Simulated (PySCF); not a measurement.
Vertical excitations of a molecule C2H7ClGe from TDA-LC-ωPBE/def2-SVPD in PySCF 2.14.0, as energy in eV (oscillator strength): 7.39 (0.015), 7.50 (0.020), 8.56 (0.025), 8.61 (0.016), 8.79 (0.025), 9.00 (0.044), 9.03 (0.026), 9.20 (0.030), 9.45 (0.159), 9.64 (0.149). Lowest triplet (TDA): 6.87 eV. Coordinates come from a PBE0-D3(BJ)/def2-SVP optimisation. The values are those of a single conformer.

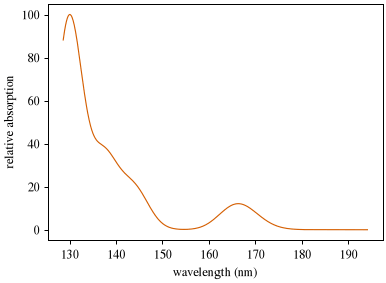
Figure. The lines broadened by 0.4 eV.

Problem. Which molecule gave these data?
A) ClC[CH2][GeH3]
B) C[CH2][GeH2][Cl]
C) [CH3][GeH]([CH3])[Cl]

Solution. B, C[CH2][GeH2][Cl]
